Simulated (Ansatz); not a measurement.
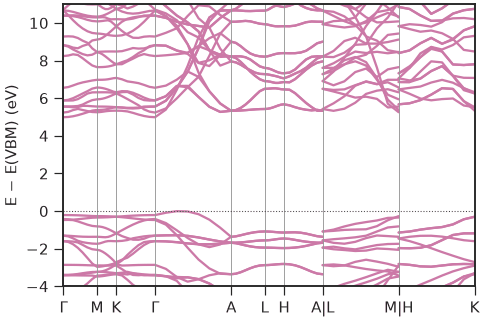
Figure: Band structure from plane-wave PAW r²SCAN (Ansatz code)

Q: Read off the gap and where the band edges lie.

A: About 5.0 eV (4.99 eV by a search for the band edges); maximum on the Γ–A line, 33 % of the way from Γ, minimum at Γ.

The material is Si₃N₄ in space group P6_3/m (No. 176; Si on 6h, N on 2d, N on 6h).

The cell was relaxed with r²SCAN under the symmetry of its start.

Potentials: the earlier of the program's two PAW sets.
